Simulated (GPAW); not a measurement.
Property calculation of AlNH3

The run: property calculation of AlNH3, multiplicity 2, SMILES [NH2][AlH]. Method and program: r2SCAN/plane waves, UKS, scalar-relativistic datasets (GPAW 26.7.0).

The geometry comes from this level: PBE0-D4/def2-TZVP.

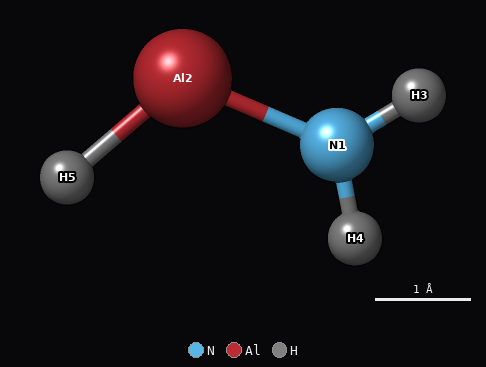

The structure as given in the input (ball-and-stick view, seen on its broad side; atoms are numbered from 1 in the order of the input). Sticks mark near contacts. Bond lengths as drawn: Al–H 1.60 Å, Al–N 1.77 Å and H–N 1.01 Å.

## Input (sp.py)
```python
import numpy as np
from ase.io import read
from ase.units import Debye
from gpaw import GPAW, PW

mol = read("mol.xyz")
mol.center(vacuum=4.5)
mol.set_initial_magnetic_moments([0.5, 0.5, 0.0, 0.0, 0.0])

calc = GPAW(mode=PW(500),
            mixer={"name": "pulay", "beta": 0.1, "nmaxold": 5, "weight": 1.0},
            occupations={"name": "fermi-dirac", "width": 0.01, "fixmagmom": True},
            symmetry="off",
            maxiter=100,
            xc="MGGA_X_R2SCAN+MGGA_C_R2SCAN",
            txt="-")
mol.calc = calc

energy = mol.get_potential_energy()
print(f"Energy = {energy:.5f} eV")
forces = mol.get_forces()
print("Forces (eV/Ang)")
for symbol, f in zip(mol.symbols, forces):
    print(f'{symbol:2} {f[0]:9.4f} {f[1]:9.4f} {f[2]:9.4f}')
dipole = mol.get_dipole_moment() / Debye
print(f"Dipole                  {np.linalg.norm(dipole):.3f} D")
print("Moments:", mol.get_magnetic_moments().round(3))
```

## File mol.xyz
```
5

N     -0.116600    -0.660800     0.175100
Al     0.836600     0.833900     0.120800
H      0.148500    -1.505300     0.655500
H     -1.010300    -0.782800    -0.277400
H      0.191800     2.041400    -0.715400
```

Hardware: 1 thread of Intel Xeon (Granite Rapids), 16 GiB of memory available, shared host.

Command:
```bash
OMP_NUM_THREADS=1 python sp.py
```

## Log
```
__  _  _
 | _ |_)|_||  |
 |__||  | ||/\| - 26.7.0

units:  Angstrom and eV
cores:  1
OpenMP: False

Versions:
  Python: 3.12.14
  ASE:    3.29.0
  Numpy:  2.5.5
  Scipy:  1.18.1
  Libxc:  7.0.0

        _gpaw.cpython-312-x86_64-linux-gnu.so

Input parameters:
  mode=PW(ecut=500.0),
  maxiter=100,
  mixer=Pulay(name='pulay', nmaxold=5, beta=0.1, weight=1.0, sigma=0.015, g_ss=None),
  occupations=Occupations(name='fermi-dirac', width=0.01, fixmagmom=True),
  symmetry=Symmetry(point_group=False, time_reversal=False),
  xc=XC(name='MGGA_X_R2SCAN+MGGA_C_R2SCAN')

Diagonalizing LCAO Hamiltonian
Converting LCAO to pw mode
         .--------------------------.
        /|                          |
       / |                          |
      /  |                          |
     /   |                          |
    /    |                          |
   /     |                          |
  /      |                          |
 *       |                          |
 |       |                          |
 |       |          HAl             |
 |       |      H H                 |
 |       |                          |
 |       .--------------------------.
 |      /                          /
 |     /                          /
 |    /                          /
 |   /                          /
 |  /                          /
 | /                          /
 |/                          /
 *--------------------------*

Atoms  # Å, Bohr magnetons
|   | symbol |        x |        y |        z |    initial magnetic moments |
|---|--------|----------|----------|----------|-----------------------------|
| 0 |      N | 5.393700 | 5.344500 | 5.390500 | ( 0.0000,  0.0000,  0.5000) |
| 1 |     Al | 6.346900 | 6.839200 | 5.336200 | ( 0.0000,  0.0000,  0.5000) |
| 2 |      H | 5.658800 | 4.500000 | 5.870900 | ( 0.0000,  0.0000,  0.0000) |
| 3 |      H | 4.500000 | 5.222500 | 4.938000 | ( 0.0000,  0.0000,  0.0000) |
| 4 |      H | 5.702100 | 8.046700 | 4.500000 | ( 0.0000,  0.0000,  0.0000) |

Unit cell  # Å
| periodic |         x |         y |         z |   lengths |    angles |
|----------|-----------|-----------|-----------|-----------|-----------|
|       no | 10.846900 |  0.000000 |  0.000000 | 10.846900 | 90.000000 |
|       no |  0.000000 | 12.546700 |  0.000000 | 12.546700 | 90.000000 |
|       no |  0.000000 |  0.000000 | 10.370900 | 10.370900 | 90.000000 |

Number of symmetries: 1
Symmetry operations  # r_c * U_cc + t_c -> r_c
|   | kind |            matrix            |
|---|------|------------------------------|
| 0 |  E   |  1, 0, 0,  0, 1, 0,  0, 0, 1 |

BZ-sampling:
  Number of BZ points: 1
  Number of IBZ points: 1

  Monkhorst-Pack size: [1, 1, 1]
  Monkhorst-Pack shift: [0, 0, 0]

K-points  # in reciprocal-cell coordinates
|   |                                coordinates |     weight |
|---|--------------------------------------------|------------|
| 0 | (  0.00000000,   0.00000000,   0.00000000) | 1.00000000 |

Plane wave coefficients: 17944
Cutoff: 500.0 eV

Spin-components: 2 (collinear spins)
Bands:           11
Projectors:      19
Spin-degeneracy: 1
Datatype:        float64

  Storage: CPU
  Wave functions: 6_316_288 bytes (6_316_288 per core)
  Projectors: 7_751_808 bytes (7_751_808 per core)

Parallelization:
  kpt:    1
  domain: 1
  band:   1

Density:
  Valence electrons: 11.0
  Components: 2
  Grid points: [56 70 54]
  Charge: 0.0  # |e|

Potential:
  Grid points: [56 70 54]

species:
  N:
    name:    Nitrogen
    Z:       7.0
    valence: 5
    core:    2
    charge:  0.0  # [|e|]
    file:    N.PBE.gz
    compensation charges:
      type: gauss
      rc: 0.18  # [Å]
      lmax: 2
    cutoffs:
      filter: 1.11  # [Å]
      core: 0.96  # [Å]
    projectors
    | kind |    occ | energy [eV] | rcut [Å] |
    |------|--------|-------------|----------|
    |   2s |  2.000 |     -18.583 |    0.603 |
    |   2p |  3.000 |      -7.089 |    0.529 |
    |    s |        |       8.629 |    0.603 |
    |    p |        |      20.123 |    0.529 |
    |    d |        |       0.000 |    0.577 |

    Using partial waves for N as LCAO basis

  Al:
    name:    Aluminium
    Z:       13.0
    valence: 3
    core:    10
    charge:  0.0  # [|e|]
    file:    Al.PBE.gz
    compensation charges:
      type: gauss
      rc: 0.34  # [Å]
      lmax: 2
    cutoffs:
      filter: 1.91  # [Å]
      core: 2.36  # [Å]
    projectors
    | kind |    occ | energy [eV] | rcut [Å] |
    |------|--------|-------------|----------|
    |   3s |  2.000 |      -7.753 |    1.085 |
    |   3p |  1.000 |      -2.712 |    1.085 |
    |    s |        |      19.459 |    1.085 |
    |    p |        |      24.499 |    1.085 |
    |    d |        |       0.000 |    1.085 |

    Using partial waves for Al as LCAO basis

  H:
    name:    Hydrogen
    Z:       1.0
    valence: 1
    core:    0
    charge:  0.0  # [|e|]
    file:    H.PBE.gz
    compensation charges:
      type: gauss
      rc: 0.15  # [Å]
      lmax: 2
    cutoffs:
      filter: 0.85  # [Å]
      core: 0.53  # [Å]
    projectors
    | kind |    occ | energy [eV] | rcut [Å] |
    |------|--------|-------------|----------|
    |   1s |  1.000 |      -6.494 |    0.476 |
    |    s |        |      20.717 |    0.476 |
    |    p |        |       0.000 |    0.476 |

    Using partial waves for H as LCAO basis

Reference energy: -8122.615256  # eV

eigensolver:
  PPCG
  Converge bands: occupied
  niter=2

density mixing:
  Pulay-Mixer
  Linear mixing parameters: 0.1
  Old densities: 5
  No metric

occupation numbers:
  Fixed magnetic moment: 1.000
  Fermi-Dirac:
    width: 0.0100  # eV

poisson solver:
  ecut: 4000.0  # eV

xc functional:
  name: MGGA_X_R2SCAN+MGGA_C_R2SCAN with 2 nearest neighbor stencil

Initialization done in: 2.822 s

convergence criteria:
- Maximum [total energy] change in last 3 cyles: 0.0005 eV / valence electron
- Maximum integral of absolute [dens]ity change: 0.0001 electrons / valence electron
- Maximum integral of absolute [eigenst]ate change: 4e-08 eV^2 / valence electron
maximum number of iterations: 100

SCF iterations
|iter     |     time |      energy | eigst |  dens |  magmom |
|---------|----------|-------------|-------|-------|---------|
|iter:   1| 00:00:03 |  -30.395163 | +0.34 |       |  +0.9784|
|iter:   2| 00:00:06 |  -25.942878 | -1.02 | -0.39 |  +0.9805|
|iter:   3| 00:00:09 |  -24.630905 | -0.50 | -0.46 |  +0.9880|
|iter:   4| 00:00:11 |  -24.660887 | -1.28 | -0.76 |  +0.9893|
|iter:   5| 00:00:14 |  -24.751190 | -1.51 | -0.80 |  +0.9988|
|iter:   6| 00:00:16 |  -24.743246 | -2.40 | -1.43 |  +0.9984|
|iter:   7| 00:00:19 |  -24.753078 | -2.76 | -1.48 |  +1.0003|
|iter:   8| 00:00:22 |  -24.752259 | -3.40 | -2.08 |  +1.0001|
|iter:   9| 00:00:24 |  -24.753226c| -3.62 | -2.11 |  +1.0001|
|iter:  10| 00:00:27 |  -24.753115c| -4.04 | -2.48 |  +1.0001|
|iter:  11| 00:00:30 |  -24.753119c| -5.78 | -2.63 |  +1.0001|
|iter:  12| 00:00:32 |  -24.753125c| -5.83 | -2.62 |  +1.0001|
|iter:  13| 00:00:35 |  -24.753122c| -5.30 | -2.63 |  +1.0001|
|iter:  14| 00:00:37 |  -24.753132c| -5.60 | -2.69 |  +1.0001|
|iter:  15| 00:00:40 |  -24.753147c| -5.55 | -2.79 |  +1.0001|
|iter:  16| 00:00:43 |  -24.753160c| -5.15 | -2.91 |  +1.0000|
|iter:  17| 00:00:45 |  -24.753162c| -6.65 | -3.24 |  +1.0000|
|iter:  18| 00:00:48 |  -24.753165c| -6.97 | -3.33 |  +1.0000|
|iter:  19| 00:00:50 |  -24.753167c| -6.27 | -3.47 |  +1.0000|
|iter:  20| 00:00:53 |  -24.753166c| -7.29 | -3.89 |  +1.0000|
|iter:  21| 00:00:56 |  -24.753167c| -7.31 | -3.90 |  +1.0000|
|iter:  22| 00:00:58 |  -24.753167c| -7.39 | -3.90 |  +1.0000|
|iter:  23| 00:01:01 |  -24.753167c| -6.94 | -3.94 |  +1.0000|
|iter:  24| 00:01:03 |  -24.753167c| -7.63c| -4.21c|  +1.0000|

Converged in 24 steps
SCF loop duration: 60.881 s (2.537 s/step)
Energy contributions relative to reference atoms: (reference = -8122.615256)

Energy contributions:
  Kinetic:          16.916233
  Coulomb:         -16.877346
  Zero:             -0.084856
  External:          0.000000
  Xc:              -24.707198
  Entropy:          -0.000000
  Spinorbit:         0.000000
  ----------------------------
  Free energy:     -24.753167
  Extrapolated:    -24.753167

dipole moment: (-0.062591, -0.225176, 0.053559)  # |e|*Ang

Total magnetic moment: (0.000000, 0.000000, 0.999997)

Local magnetic moments
|        x |        y |         z |
|----------|----------|-----------|
| 0.000000 | 0.000000 |  0.011694 |  # N    0
| 0.000000 | 0.000000 |  0.210507 |  # Al   1
| 0.000000 | 0.000000 | -0.000221 |  # H    2
| 0.000000 | 0.000000 |  0.006403 |  # H    3
| 0.000000 | 0.000000 |  0.043594 |  # H    4

Fermi levels: -3.616, -4.786
Eigenvalues  # (at kpt = [0.000, 0.000, 0.000])
| band index |      eig [eV] | occ [0-1] |      eig [eV] | occ [0-1] |
|------------|---------------|-----------|---------------|-----------|
|          0 |       -21.531 |     1.000 |       -21.500 |     1.000 |
|          1 |       -11.960 |     1.000 |       -11.913 |     1.000 |
|          2 |       -10.785 |     1.000 |       -10.514 |     1.000 |
|          3 |        -8.177 |     1.000 |        -7.750 |     1.000 |
|          4 |        -6.290 |     1.000 |        -6.280 |     1.000 |
|          5 |        -4.588 |     1.000 |        -2.248 |     0.000 |
|          6 |        -1.443 |     0.000 |        -0.635 |     0.000 |
|          7 |        -0.213 |     0.000 |        -0.048 |     0.000 |
|          8 |         0.329 |     0.000 |         0.501 |     0.000 |
|          9 |         0.939 |     0.000 |         0.985 |     0.000 |
|         10 |         1.101 |     0.000 |         1.243 |     0.000 |

Gap: 2.340 eV
Transition (v -> c):
  (s=0, k=0, n=5, [0.00, 0.00, 0.00]) -> (s=1, k=0, n=5, [0.00, 0.00, 0.00])
No difference between direct/indirect transitions
vacuum-level: 0.232  # V
Energy = -24.75317 eV

Forces  # eV/Ang
|        x |        y |        z |
|----------|----------|----------|
|  0.13364 |  0.14694 | -0.02551 |  # N    0
|  0.03963 |  0.10533 | -0.01491 |  # Al   1
| -0.00450 | -0.15093 |  0.06544 |  # H    2
| -0.13217 | -0.06853 | -0.05900 |  # H    3
|  0.00774 | -0.02606 |  0.01513 |  # H    4

Force computation time: 0.410  # s
Forces (eV/Ang)
N     0.1336    0.1469   -0.0255
Al    0.0396    0.1053   -0.0149
H    -0.0045   -0.1509    0.0654
H    -0.1322   -0.0685   -0.0590
H     0.0077   -0.0261    0.0151
Dipole                  1.152 D
Moments: [ 0.012  0.211 -0.     0.006  0.044]
```

## Key numbers

```tsv
quantity	value
outcome	converged
energy relative to the program's reference atoms	−24.7532 eV
largest force	0.200 eV/Å
dipole moment	1.15 D
wall time	65 s
peak memory	0.71 GiB
```
